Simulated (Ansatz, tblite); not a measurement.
**SnH2: rung by rung**

Aim: run the singlet of SnH2 at one geometry on many levels, and compare frontier levels, spin and run time.

Program: Ansatz 0.2.0, Gaussian basis. Level of theory: as each input shows. These are calculated values, not measurements.

Plan: GFN1-xTB, GFN2-xTB, PBE-D4/def2-TZVP, r2SCAN-D4/def2-TZVP, B2PLYP/def2-TZVP, HF/def2-TZVP, HSE06-D4/def2-TZVP, ωB97M-V/def2-TZVP, BLYP-D4/def2-TZVP, BHLYP-D4/def2-TZVP, r2SCAN0-D4/def2-TZVP, PBE-D4/def2-SVP, PBE0-D4/def2-SVP, PBE0-D4/def2-TZVPD, PBE-D4/def2-TZVPD, r2SCAN-D4/def2-TZVPD, CCSD(T)/def2-TZVPP, MP2/def2-TZVP, RPA/def2-TZVP, CCSD(T)/def2-TZVPD.

### 1 The structure

The singlet was relaxed beforehand with r2SCAN-D4/def2-TZVP.

3 atoms, charge 0, spin multiplicity 1.

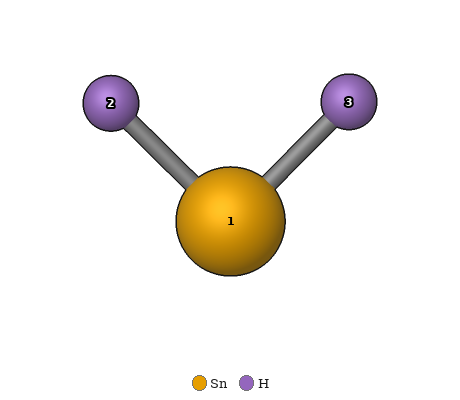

The geometry (tin amber, hydrogen purple); atoms are numbered from 1 in the order of the file.

Sn takes a core potential in the def2 sets. No spin-orbit coupling is included.

PBE0-D4/def2-TZVP was run before; its log isn't repeated, and its numbers join the tables.

### 2 GFN1-xTB

Tight binding, by tblite at 300 K electronic temperature and without a spin-polarisation term:

```python
tblite.interface.Calculator('GFN1-xTB', numbers, positions, charge=0, uhf=0).singlepoint()
```

Energy -96.4280 eV, HOMO -11.39 eV, LUMO -7.96 eV; 0.002 s.

### 3 GFN2-xTB

Tight binding, by tblite at 300 K electronic temperature and without a spin-polarisation term:

```python
tblite.interface.Calculator('GFN2-xTB', numbers, positions, charge=0, uhf=0).singlepoint()
```

Energy -84.8480 eV, HOMO -10.77 eV, LUMO -7.79 eV; 0.001 s.

### 4 PBE-D4/def2-TZVP

start.molden holds the orbitals of an earlier run on this state, given as this run's starting guess.

Input file in.yaml:

```yaml
crystal:
  periodic: [false, false, false]
  atoms:
    - {symbol: Sn, position_ang: [0.005051, -0.008505, -0.834990]}
    - {symbol: H, position_ang: [1.250706, -0.018202, 0.425304]}
    - {symbol: H, position_ang: [-1.255757, 0.026707, 0.409686]}
basis:
  gaussian: {orbitals: def2-TZVP, initial_orbitals: start.molden}
hamiltonian: {xc: pbe, dispersion: d4}
scf: {omitted_lower_state_checks: [starts]}
output: {forces: true, orbitals: {seedname: orbitals}}
```

The run is started by

```sh
$ ansatz run in.yaml --threads 4 --pin off --events-out ev --progress --plain --max-ram 3916MiB
```

Further steps of the session: r2SCAN-D4/def2-TZVP; B2PLYP/def2-TZVP; HF/def2-TZVP; HSE06-D4/def2-TZVP; ωB97M-V/def2-TZVP; BLYP-D4/def2-TZVP; BHLYP-D4/def2-TZVP; r2SCAN0-D4/def2-TZVP; PBE-D4/def2-SVP; PBE0-D4/def2-SVP; PBE0-D4/def2-TZVPD; PBE-D4/def2-TZVPD; r2SCAN-D4/def2-TZVPD; CCSD(T)/def2-TZVPP; MP2/def2-TZVP; RPA/def2-TZVP; CCSD(T)/def2-TZVPD.

Q: Predict the results of all the runs planned. Wanted: gap in def2-TZVP, named functionals and Hartree-Fock, smallest and largest; correlation energy, CCSD(T)/def2-TZVPP; correlation energy, MP2/def2-TZVP; correlation energy, CCSD(T)/def2-TZVPD; binding an atom, CCSD(T)/def2-TZVPP; PBE0 total energy, smallest basis above largest.

As calculated:

| quantity | value |
| --- | --- |
| gap in def2-TZVP, named functionals and Hartree-Fock, smallest and largest | 1.87 eV (BLYP-D4), 8.50 eV (HF) |
| correlation energy, CCSD(T)/def2-TZVPP | -9.10 eV |
| correlation energy, MP2/def2-TZVP | -8.42 eV |
| correlation energy, CCSD(T)/def2-TZVPD | -8.96 eV |
| binding an atom, CCSD(T)/def2-TZVPP | 1.841 eV |
| PBE0 total energy, smallest basis above largest | 0.23 eV (def2-SVP, def2-TZVPD) |

In words: Over the named functionals and Hartree-Fock in def2-TZVP the gap runs from 1.87 eV (BLYP-D4) to 8.50 eV (HF); exact exchange widens it. The functionals in def2-TZVP miss CCSD(T)/def2-TZVPP by -0.045 (HSE06-D4) to +0.045 eV (BLYP-D4) an atom. CCSD(T)/def2-TZVPP isn't at the basis-set limit; small misses against it rank nothing.
